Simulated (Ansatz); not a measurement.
Calculation: PBE (plane waves to 420 eV, PAW; Ansatz, an electronic-structure program).

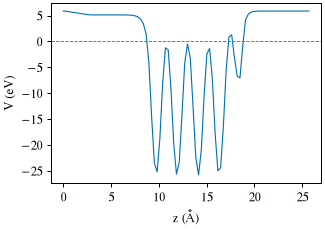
*Planar average of the electrostatic potential across the slab, in eV from the Fermi level, for OH on the 1x1 (111) surface of fcc Rh, one in a 1x1 cell, started at the site 'top Rh'*

Slab: 6 atoms, 6.5 Å thick at the start under the adsorbate (thin: gaps and levels are the slab's own); k 12x12x1, smearing 0.1 eV, dipole-corrected; 2 atoms held, the rest relaxed; no symmetry held; spin-polarised, no spin-orbit, no U, no dispersion correction. The starting moment vanished. At the end it is bonded to Rh. In PBE it is, or lies within 0.03 eV of, the lowest of the starts that converged.

The vacuum level lies 5.87 eV above the Fermi level over the top face and 5.13 eV above it under the bottom face.
